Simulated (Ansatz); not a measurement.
## Sb_S in Y4S3N2 (C2/m): charge-transition levels and formation energies

Aim: at which Fermi levels does Sb_S in Y4S3N2 (C2/m) change its charge? The model is a cell of 54 host atoms with 1 S taken out and 1 Sb put in.

Main program and level: Ansatz 0.2.0; place-levels on PBEsol runs: charge-transition levels and formation energies with image-charge correction and potential alignment at the atomic sites.

### 1. Set-up

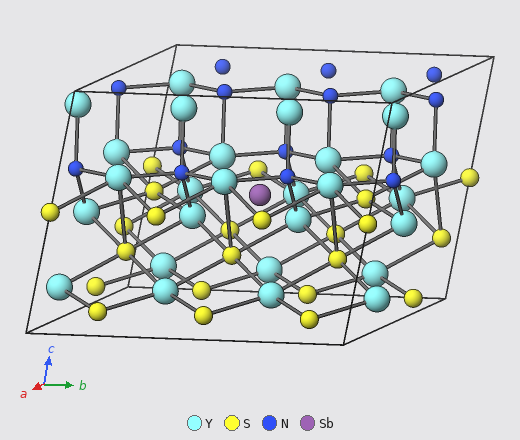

The cell as given, slightly off an axis (yttrium teal, sulfur yellow, nitrogen blue, antimony purple). Bonds to atoms that aren't drawn are left out. Some periodic images of atoms are drawn too.

The cell holds 54 atoms: 24 Y, 17 S, 12 N and 1 Sb. Cell: a = 12.778 Å, b = 11.374 Å, c = 9.763 Å, α = 90.0°, β = 128.5°, γ = 90.0°. It derives from Y4S3N2 (space group C2/m). Nearest the centre at fractional (0.326, 0.500, 0.216): Sb31 at 0.00 Å, Y41 at 2.70 Å, Y23 at 2.70 Å, Y39 at 2.89 Å, Y21 at 2.89 Å, Y25 at 2.98 Å, N33 at 3.39 Å, S49 at 3.79 Å.

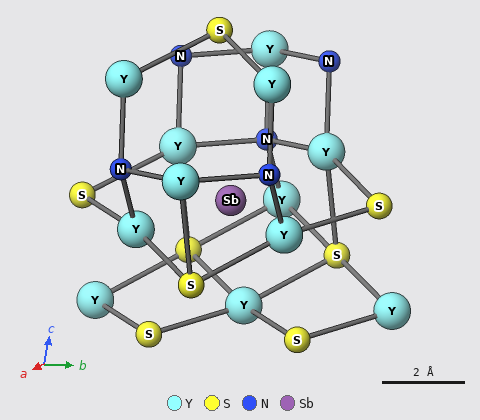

The atoms within 5 Å of the centre.

Coordinates:

```xyz
54
Lattice="12.7781 0.0000 -0.0248 0.0000 11.3745 0.0000 -6.0606 0.0000 7.6537" Properties=species:S:1:pos:R:3 pbc="T T T"
Y    -0.6153    1.8957    4.9602
Y     5.7738    0.0000    4.9478
Y     0.9438    0.0000    2.6811
Y     7.3328    1.8957    2.6687
Y     4.6955    0.0000    1.0893
Y    11.0845    1.8957    1.0769
Y    -4.3670    1.8957    6.5520
Y     2.0220    0.0000    6.5396
S     0.0000    0.0000    0.0000
S     6.3891    1.8957   -0.0124
S    -2.5264    0.0000    5.9982
S     3.8626    1.8957    5.9858
S     2.8549    1.8957    1.6431
S     9.2440    0.0000    1.6307
N    -0.3467    1.8957    2.7567
N     6.0423    0.0000    2.7443
N     0.6752    0.0000    4.8846
N     7.0643    1.8957    4.8722
Y    -0.6153    5.6872    4.9602
Y     5.7738    3.7915    4.9478
Y     0.9438    3.7915    2.6811
Y     7.3328    5.6872    2.6687
Y     4.6955    3.7915    1.0893
Y    11.0845    5.6872    1.0769
Y    -4.3670    5.6872    6.5520
Y     2.0220    3.7915    6.5396
S     0.0000    3.7915    0.0000
S     6.3891    5.6872   -0.0124
S    -2.5264    3.7915    5.9982
S     3.8626    5.6872    5.9858
Sb    2.8549    5.6872    1.6431
S     9.2440    3.7915    1.6307
N    -0.3467    5.6872    2.7567
N     6.0423    3.7915    2.7443
N     0.6752    3.7915    4.8846
N     7.0643    5.6872    4.8722
Y    -0.6153    9.4787    4.9602
Y     5.7738    7.5830    4.9478
Y     0.9438    7.5830    2.6811
Y     7.3328    9.4787    2.6687
Y     4.6955    7.5830    1.0893
Y    11.0845    9.4787    1.0769
Y    -4.3670    9.4787    6.5520
Y     2.0220    7.5830    6.5396
S     0.0000    7.5830    0.0000
S     6.3891    9.4787   -0.0124
S    -2.5264    7.5830    5.9982
S     3.8626    9.4787    5.9858
S     2.8549    9.4787    1.6431
S     9.2440    7.5830    1.6307
N    -0.3467    9.4787    2.7567
N     6.0423    7.5830    2.7443
N     0.6752    7.5830    4.8846
N     7.0643    9.4787    4.8722
```

The host's dielectric constants go in as inputs: (6.75, 7.00, 6.49) for the electrons alone, principal values (12.97, 15.04, 17.01) with the ions, from a response run on this crystal (DFPT, PBEsol) at that run's own cell.

The cell's shortest repeat is 9.8 Å.

### 2. What was run first

A transition level is the Fermi level at which two charge states cost the same, so each charge needs its own total energy, at its own relaxed structure.

Random displacements of about 0.05 Å break the site symmetry at the start, so that the relaxation can reach a distorted minimum if there is one. Forces are taken at one point at (¼, ¼, ¼). The cell holds 1 electron more than the neutral one, with a uniform background that keeps it neutral on the whole.

The sampling was tested on the host first: at the k-points planned (1x1x1 shifted 0.25 0.25 0.25) its energy lies 0.005 eV an atom from the dense-mesh value, under the bound of 0.02 eV set for this test; that bounds the host's error, not the defect's.

One of the inputs; charge, spin and start change from state to state.

The input, qm1.relax/input.yaml:

```yaml
crystal:
  lattice:
    - [12.7781342, 0.0, -0.02476512]
    - [0.0, 3.79148885, 0.0]
    - [-6.06062452, 0.0, 7.65368019]
  atoms:
    - { symbol: "Y", position: [0.25962613, 0.5, 0.64891759] }
    - { symbol: "Y", position: [0.75962613, 0.0, 0.64891759] }
    - { symbol: "Y", position: [0.24037387, 0.0, 0.35108241] }
    - { symbol: "Y", position: [0.74037387, 0.5, 0.35108241] }
    - { symbol: "Y", position: [0.43563346, 0.0, 0.14373379] }
    - { symbol: "Y", position: [0.93563346, 0.5, 0.14373379] }
    - { symbol: "Y", position: [0.06436654, 0.5, 0.85626621] }
    - { symbol: "Y", position: [0.56436654, 0.0, 0.85626621] }
    - { symbol: S, position: [0.0, 0.0, 0.0] }
    - { symbol: S, position: [0.5, 0.5, 0.0] }
    - { symbol: S, position: [0.17425596, 0.0, 0.78426089] }
    - { symbol: S, position: [0.67425596, 0.5, 0.78426089] }
    - { symbol: S, position: [0.32574404, 0.5, 0.21573911] }
    - { symbol: S, position: [0.82574404, 0.0, 0.21573911] }
    - { symbol: "N", position: [0.14391518, 0.5, 0.36064226] }
    - { symbol: "N", position: [0.64391518, 0.0, 0.36064226] }
    - { symbol: "N", position: [0.35608482, 0.0, 0.63935774] }
    - { symbol: "N", position: [0.85608482, 0.5, 0.63935774] }
  supercell: [1, 3, 1]
  defects: [{ substitution: { at: 30, symbol: Sb } }]
total_charge: -1
basis:
  ecutwfc: 420
  xc_grid: 2
hamiltonian:
  xc: pbesol
kpoints:
  mp_grid: { grid: [1, 1, 1], shift: [0.25, 0.25, 0.25] }
scf:
  occupations: { method: fixed }
  max_iter: 80
output:
  forces: true
  charged_corrections:
    epsilon: [6.75, 7.0, 6.49]
    static_epsilon: [[14.06, 0.0, 1.03], [0.0, 17.01, 0.0], [1.03, 0.0, 13.95]]
relax:
  f_tol: 0.02
  max_steps: 80
  random_displacement: { amplitude: 0.05, seed: 9688 }
checkpoint:
  write: "../qm1.relax.run"
  compress: false
  write_wavefunctions: true
  write_every: 100000
```

On the command line:

```sh
$ ansatz run input.yaml --threads 4 --pin off --max-ram 7536MiB --backend cpu --events-out ev --progress --plain --runs-dir out
```

The relaxed structure is kept and the sampling changed to a 2×2×2 shifted mesh.

The run of this state that the levels use, under PBEsol:

The input, qm1.point/input.yaml:

```yaml
crystal:
  checkpoint: "../qm1.relax.run"
  host: checkpoint
total_charge: -1
basis:
  ecutwfc: 420
  xc_grid: 2
hamiltonian:
  xc: pbesol
kpoints:
  mp_grid: { grid: [2, 2, 2], shift: [0.5, 0.5, 0.5] }
scf:
  occupations: { method: fermi_dirac, width: 0.01 }
  max_iter: 80
output:
  forces: true
  eigenvalues: true
  charged_corrections:
    epsilon: [6.75, 7.0, 6.49]
    static_epsilon: [[14.06, 0.0, 1.03], [0.0, 17.01, 0.0], [1.03, 0.0, 13.95]]
    defect_position: [0.325744, 0.5, 0.215739]
  eigenstates: { localisation: true }
  populations: true
  band_densities: [{ bands: [v1, v1] }, { bands: [c1, c1] }]
  write_density: true
  write_potential: true
  volumetric_format: npy
  elf: true
checkpoint:
  read: "../qm1.relax.run"
  write: "../qm1.point.run"
  compress: false
  write_wavefunctions: false
  write_every: 100000
```

Relaxations under PBEsol at one point at (¼, ¼, ¼); times on 4 threads of Intel Xeon Platinum 8259CL at 2.50GHz (Skylake/Cascade Lake), shared host:

```
charge  moment (μB)  occupations    outcome  steps  largest displacement against the far atoms (Å)     time
    −1            0        fixed  converged     12                                            1.10    2 min
     0            1        fixed  converged      9                                            1.15  3.6 min
```

Single points under PBEsol at a 2×2×2 shifted mesh; times on 4 threads of Intel Xeon Platinum 8259CL at 2.50GHz (Skylake/Cascade Lake), shared host:

| charge | moment (μB) | occupations | outcome | time |
| --- | --- | --- | --- | --- |
| −1 | 0 | fermi-dirac | converged | 99 s |
| 0 | 1 | fermi-dirac | converged | 4.4 min |

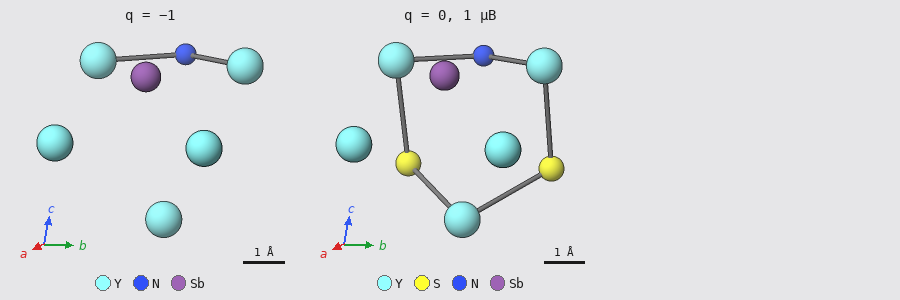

The structures near the centre after relaxation with PBEsol, by charge. Bonds to atoms that aren't drawn are left out.

Distances (Å) from Sb31 to the nearest atoms after relaxation with PBEsol:

```
charge  moment (μB)      1.      2.      3.      4.      5.      6.
    −1            0  Y 2.90  Y 2.90  Y 3.02  Y 3.02  N 3.54  N 3.54
     0            1  Y 2.95  Y 2.95  Y 3.06  Y 3.06  S 3.42  N 3.44
```

### 3. place-levels, PBEsol

A charged cell interacts with its images and the background, and its potential has another zero than the host's. place-levels removes the first by a point-charge model, screened by the static dielectric constant since the ions have relaxed around the charge, and the second by comparing potentials at atoms far from the defect.

The host is a run of the defect-free crystal in the same cutoffs, grids and k-points, so that basis and sampling errors cancel in part in the differences. Its band edges come from a run of the primitive cell that searches the zone for them. Chemical potentials are energies per atom of S (S12 rings, Pnnm, not the stable S8 form) and Sb (A7 rhombohedral), run with the same functional and cutoff.

The input, levels.point.yaml:

```yaml
host:
  run: host.point.run
  levels_from: { run: edges.point.run }
states: [qm1.point.run, q0_M1.point.run]
geometry_from:
  qm1.point.run: qm1.relax.run
  q0_M1.point.run: q0_M1.relax.run
  host.point.run: host.relax.run
chemical_potentials:
  S:
    energy: -884.879081
    dataset: "<sha256 of the dataset>"
  Sb:
    energy: -6408.086395
    dataset: "<sha256 of the dataset>"
epsilon: [6.75, 7.0, 6.49]
static_epsilon:
  - [14.06, 0.0, 1.03]
  - [0.0, 17.01, 0.0]
  - [1.03, 0.0, 13.95]
vertical:
  - { from: qm1.point.run, to: qm1.point_neutral.run }
```

On the command line:

```sh
$ ansatz place-levels levels.point.yaml -- --threads 4 --pin off --max-ram 7536MiB
```

Numbers of over 12 decimals in the logs are rounded to 6 here.

Log:

```text
[... repeated set-up lines and file paths are left out, and long positions are rounded to six places ...]
(0/-1) 0.623 eV above the valence edge, 0.644 eV under the conduction edge
formation energy of charge 0: +3.804 eV with the Fermi level at the valence edge
formation energy of charge -1: +4.427 eV with the Fermi level at the valence edge
vertical -1 to 0: no energy, since no alignment is typed
  the change from vertical[0].from (qm1.point.run) to vertical[0].to (qm1.point_neutral.run): by its potential at epsilon [6.75, 7, 6.49] it stands at 0.448 0.500 0.296, with an rms radius of about 2.8 Å (2.1 1.4 1.1 Å across the planes of the cell's [...]
  edges by pbesol of host.levels_from (edges.point.run), its mesh sampled to repeats of 30.33 Å (the valence edge +0.154 eV and the conduction edge -0.183 eV from those of the host's own run), gap 1.266 eV; the host is sampled to repeats of 20.33 Å
  the defect's cells are sampled to repeats of 20.33 Å, like sampling
  charge 0: +0.000 eV for its dipole among its images, +0.000 omitted
  charge -1: -117171.8058 eV with its correction of -0.045 eV, at epsilon [[14.06, 0, 1.03], [0, 17.01, 0], [1.03, 0, 13.95]], aligned at sites: +0.1776 eV, mean over 28 atomic sites at or beyond 4.88 Å from the host's site at [0.3270, 0.5000, 0.2181] by the [...]
  of states[1] (q0_M1.point.run): its displacements don't fall off away from the defect: farther atoms stand 0.023 Å off the host's places. [...]
  of states[0] (qm1.point.run): it parts from the run at its places by a charge that spreads by about 2.1 Å along one vector (1.7 Å or more is wide), by its potential at epsilon [6.75, 7, 6.49], taken for that of held ions (one typed too small widens it), [...]
  of vertical[0].from (qm1.point.run): its displacements don't fall off away from the defect: farther atoms stand 0.028 Å off the host's places. [...]
  of vertical[0].to (qm1.point_neutral.run): its displacements don't fall off away from the defect: farther atoms stand 0.028 Å off the host's places. [...]
```

Elapsed: 0.46 s, on 4 threads of Intel Xeon Platinum 8259CL at 2.50GHz (Skylake/Cascade Lake), shared host.

Levels between the charges placed, in eV above the valence top:

```csv
,gap (eV),(0/−1)
PBEsol,1.27,0.62
```

Corrections by state:

| charge | moment (μB) | image terms and alignment (eV) | band filling (eV) | ε used | over the lowest of its charge, as the program ranks them, band filling apart (eV) |
| --- | --- | --- | --- | --- | --- |
| 0 | 1.0 | 0.000 | - | - | 0.000 |
| −1 | 0.0 | -0.045 | - | principal values (12.97, 15.04, 17.01) | 0.000 |

The charged structures listed were also run neutral, and place-levels reads from each pair, by the potential or the spins, how wide the charge is by which they differ; that can be the carrier of either run.

| charge | rms radius (Å) | spread where it is widest against the cell (Å) | wide from (Å) | reading |
| --- | --- | --- | --- | --- |
| −1 | 2.8 | 2.14 | 1.73 | wide |

The neutral runs of these pairs need not share the spin of the lowest neutral state, and very wide values only mean spread over the cell.

From the program's caveats on the states, each cut to its opening words:

- charge 0 (1 μB): its displacements don't fall off away from the defect: farther atoms stand 0.023 Å off the host's places
- charge −1: it parts from the run at its places by a charge that spreads by about 2.1 Å along one vector (1.7 Å or more is wide), by its potential at epsilon [6.75, 7, [...]
- charge −1: its sublattices stand up to 0.0388 Å off the host's, which by the two runs' forces adds about -0.01 eV to its energy against the host's, and moves the band [...]
- charge −1: its displacements don't fall off away from the defect: farther atoms stand 0.028 Å off the host's places

Chemical potentials of the elements' reference phases, run alike. Formation energy by charge state (elemental references; gap 1.27 eV):

| charge | at valence top (eV) | at conduction bottom (eV) | correction included (eV) |
| --- | --- | --- | --- |
| 0 | 3.80 | 3.80 | 0.00 |
| −1 | 4.43 | 3.16 | -0.05 |

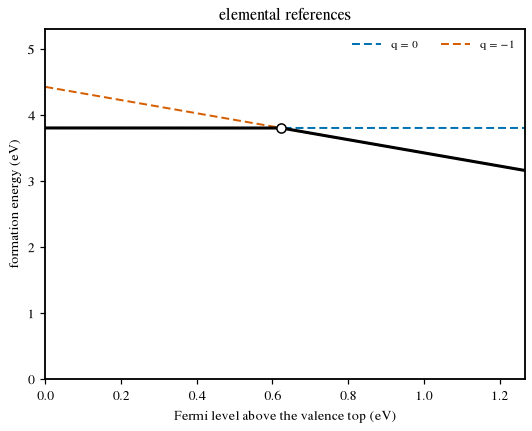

Formation energy against Fermi level; the thick line follows the lowest charge state and circles mark the transition levels.

### 4. The same at the relaxations' own k-points

The relaxations' own energies give the levels at their sampling, for comparison.

The input, levels.relax_mesh.yaml:

```yaml
host:
  run: host.relax.run
  levels_from: { run: edges.relax.run }
states: [qm1.relax.run, q0_M1.relax.run]
chemical_potentials:
  S:
    energy: -884.879081
    dataset: "<sha256 of the dataset>"
  Sb:
    energy: -6408.086395
    dataset: "<sha256 of the dataset>"
```

On the command line:

```sh
$ ansatz place-levels levels.relax_mesh.yaml -- --threads 4 --pin off --max-ram 7536MiB
```

Log:

```text
(0/-1) 0.616 eV above the valence edge, 0.651 eV under the conduction edge
formation energy of charge 0: +3.752 eV with the Fermi level at the valence edge
formation energy of charge -1: +4.367 eV with the Fermi level at the valence edge
  edges by pbesol of host.levels_from (edges.relax.run), its mesh sampled to repeats of 30.33 Å (the valence edge +0.154 eV and the conduction edge -0.214 eV from those of the host's own run), gap 1.266 eV; the host is sampled to repeats of 14.99 Å
[... the lines on each state left out ...]
```

Elapsed: 0.23 s, on 4 threads.

Levels between neighbouring charges, in eV above the valence top:

|  | gap (eV) | (0/−1) |
| --- | --- | --- |
| one point at (¼, ¼, ¼) | 1.27 | 0.62 |
| a 2×2×2 shifted mesh | 1.27 | 0.62 |

Going from one point at (¼, ¼, ¼) to a 2×2×2 shifted mesh moves the levels that carry no band-filling term by up to 0.01 eV and formation energies against the elements by up to 0.06 eV.

### 5. What came out

```
gap of the host                                                             : 1.27 eV (PBEsol)
level (0/minus 1)                                                           : 0.62 eV above the valence top
lowest of the charges placed, just above the valence top (0.02 eV)          : 0
lowest of the charges placed, just below the conduction bottom (0.02 eV)    : −1
lowest formation energy at mid-gap of the charges run, elemental references : 3.79 eV
```

What this shows: Of the charges placed (−1 and 0), the lowest changes at 0.62 eV (0/−1) above the valence top, in a gap of 1.27 eV. Charges above 0 and below −1 were not placed, so these runs say nothing of levels that involve them. States placed: 0 at 1 μB; −1 at 0 μB. Other spin states or structures, where not listed, weren't placed. At charge −1 and 0 the atom put in ends up to 1.1 Å from its starting place, so the name tells the start alone and the levels can join different sites. Sb is taken at its element; compounds, which aren't counted here, bound the chemical potentials and would shift these formation energies. Going from one point at (¼, ¼, ¼) to a 2×2×2 shifted mesh moves the levels that carry no band-filling term by up to 0.01 eV and formation energies against the elements by up to 0.06 eV. Limits: PBEsol makes the gap too small and tends to spread out bound carriers; where a gas molecule sets a chemical potential or the host's formation energy, its binding is uncorrected; spin–orbit coupling, which can matter with heavy atoms, is left out; force components of up to 0.12 eV/Å remain in a run at the final settings.

[Logs are printed without paths, hosts, clocks, repeated set-up lines and the standing remarks that a program may print on its own settings, such as how far it seeks lower states.]

[Hosts, paths, dates, database ids (printed as entryN), source tags and the programs' standing remarks are cut or masked in the printed files.]

[Where a table of states has a column of steps, it counts the stored structures, which are thinned; the runs took as many ionic steps or more.]

[A defect's name tells the site on which it was built; relaxed atoms can leave that site.]

[For some hosts the program warned that the k-mesh of the response run may be too coarse for force constants and the static dielectric constant; such warnings are not shown here.]
